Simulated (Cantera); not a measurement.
Charge: 1 mol V, 0.022 mol H2O, 1.4 mol N2, at 6.30 mbar.

Method: chemical equilibrium by Gibbs-energy minimisation in Cantera with the NASA 1993 tables (ideal gas, pure condensed phases). Candidate condensed phases: H2O, V, VN, VO, V2O3, V2O4, V2O5; 28 gas species. Condensed phases not in the tables: V2N, N, O or C dissolved in the metal. The numbers say what is thermodynamically allowed, not how fast it happens.

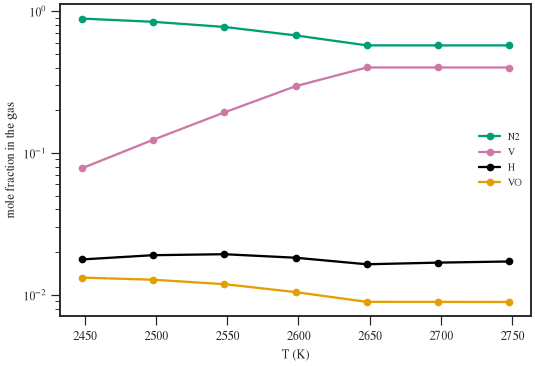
*Equilibrium gas composition (values under 1e-9 drawn at 1e-9)*

Question: Read off the mole fractions at 2598 K.

Answer: N2 about 0.67, V about 0.30, H about 0.018, VO about 0.010.
